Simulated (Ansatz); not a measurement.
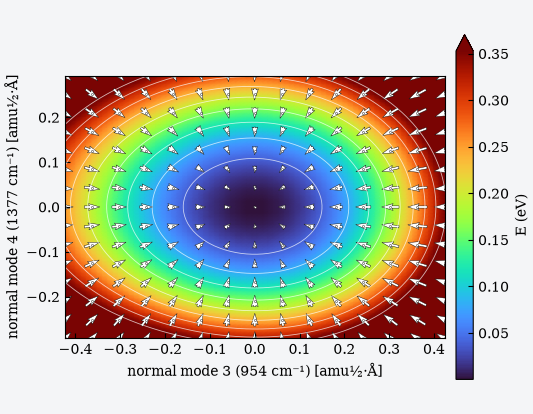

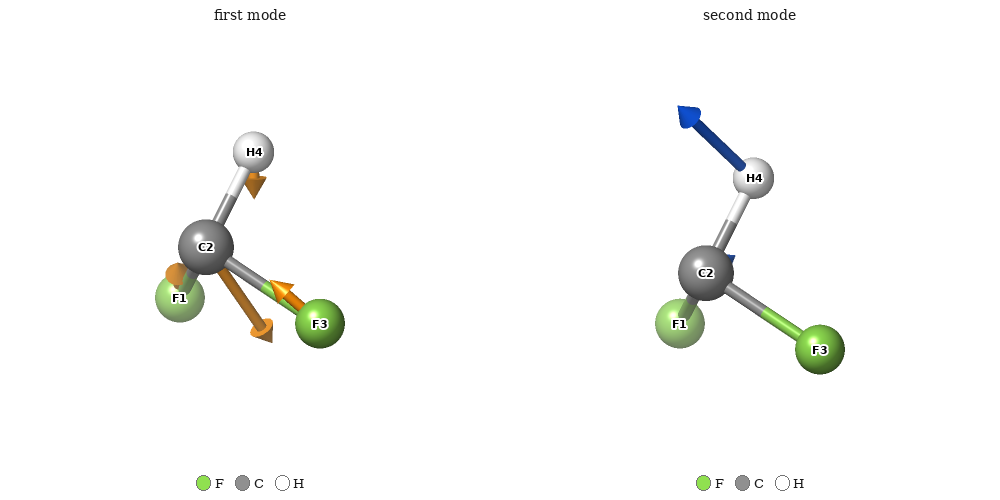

Energy landscape of CHF₂, SMILES F[CH-]F, charge −1. 
- The first coordinate is: normal mode 3 (954 cm⁻¹); the second: normal mode 4 (1377 cm⁻¹).
- Nothing is relaxed (straight displacements along the two mass-weighted modes).
- The scan uses a 15 × 15 grid.
- Energies: eV, counted from the lowest grid point.
- All numbers below come from RHF/def2-TZVPD in Ansatz 0.2.0.

Drawn: a smooth colour map with a few white contour lines, dots at the grid points, arrows along the force (downhill), their lengths compressed, one colour for all values above the top of the scale. Between grid points the surface is interpolated. The second picture is the structure at the lowest point

Q: What does the map say about the system?

A: The lowest grid point is at normal mode 3 (954 cm⁻¹) = 0.000 amu½·Å, normal mode 4 (1377 cm⁻¹) = 0.000 amu½·Å. It is the only kind of minimum in the scanned range. The highest grid point, normal mode 3 (954 cm⁻¹) = 0.424 amu½·Å, normal mode 4 (1377 cm⁻¹) = −0.293 amu½·Å, lies 0.681 eV above the lowest.

Grid values (eV):

| normal mode 4 (1377 cm⁻¹) ↓, normal mode 3 (954 cm⁻¹) → | −0.424 | −0.363 | −0.303 | −0.242 | −0.181 | −0.121 | −0.060 | 0.000 | 0.060 | 0.121 | 0.181 | 0.242 | 0.303 | 0.363 | 0.424 |
| --- | --- | --- | --- | --- | --- | --- | --- | --- | --- | --- | --- | --- | --- | --- | --- |
| 0.293 | 0.519 | 0.459 | 0.407 | 0.363 | 0.328 | 0.303 | 0.288 | 0.285 | 0.294 | 0.316 | 0.352 | 0.403 | 0.470 | 0.554 | 0.655 |
| 0.252 | 0.450 | 0.389 | 0.337 | 0.292 | 0.256 | 0.230 | 0.215 | 0.210 | 0.218 | 0.240 | 0.275 | 0.325 | 0.391 | 0.475 | 0.576 |
| 0.210 | 0.391 | 0.330 | 0.276 | 0.231 | 0.194 | 0.168 | 0.152 | 0.147 | 0.154 | 0.175 | 0.209 | 0.259 | 0.325 | 0.407 | 0.508 |
| 0.168 | 0.342 | 0.281 | 0.226 | 0.181 | 0.144 | 0.117 | 0.100 | 0.095 | 0.102 | 0.122 | 0.156 | 0.205 | 0.270 | 0.352 | 0.452 |
| 0.126 | 0.303 | 0.241 | 0.187 | 0.141 | 0.104 | 0.076 | 0.059 | 0.054 | 0.060 | 0.080 | 0.114 | 0.163 | 0.227 | 0.309 | 0.409 |
| 0.084 | 0.276 | 0.213 | 0.159 | 0.112 | 0.075 | 0.047 | 0.030 | 0.024 | 0.030 | 0.050 | 0.083 | 0.132 | 0.197 | 0.278 | 0.378 |
| 0.042 | 0.259 | 0.196 | 0.141 | 0.095 | 0.057 | 0.029 | 0.012 | 0.006 | 0.012 | 0.032 | 0.065 | 0.114 | 0.178 | 0.260 | 0.360 |
| 0.000 | 0.253 | 0.191 | 0.136 | 0.089 | 0.051 | 0.023 | 0.006 | 0.000 | 0.006 | 0.026 | 0.059 | 0.108 | 0.172 | 0.254 | 0.354 |
| −0.042 | 0.260 | 0.197 | 0.142 | 0.095 | 0.057 | 0.030 | 0.012 | 0.006 | 0.012 | 0.032 | 0.065 | 0.114 | 0.179 | 0.261 | 0.361 |
| −0.084 | 0.279 | 0.216 | 0.161 | 0.114 | 0.076 | 0.048 | 0.031 | 0.025 | 0.031 | 0.051 | 0.085 | 0.133 | 0.198 | 0.280 | 0.380 |
| −0.126 | 0.312 | 0.249 | 0.194 | 0.147 | 0.109 | 0.081 | 0.063 | 0.057 | 0.063 | 0.083 | 0.117 | 0.166 | 0.231 | 0.313 | 0.413 |
| −0.168 | 0.360 | 0.296 | 0.240 | 0.193 | 0.155 | 0.127 | 0.109 | 0.103 | 0.109 | 0.129 | 0.163 | 0.212 | 0.277 | 0.359 | 0.459 |
| −0.210 | 0.422 | 0.358 | 0.301 | 0.254 | 0.215 | 0.187 | 0.169 | 0.163 | 0.169 | 0.188 | 0.222 | 0.271 | 0.336 | 0.419 | 0.519 |
| −0.252 | 0.499 | 0.434 | 0.378 | 0.330 | 0.291 | 0.262 | 0.244 | 0.237 | 0.243 | 0.263 | 0.296 | 0.345 | 0.410 | 0.492 | 0.593 |
| −0.293 | 0.592 | 0.527 | 0.469 | 0.421 | 0.382 | 0.352 | 0.334 | 0.327 | 0.333 | 0.352 | 0.385 | 0.434 | 0.498 | 0.580 | 0.681 |

Each point was launched as `ansatz run input.yaml --threads 1 --pin off --max-ram 2560MiB --backend cpu --events-out ev --progress --plain --runs-dir out`. The whole map (225 points run) took 8 min on 1 thread of Arm Neoverse N1 (shared host).
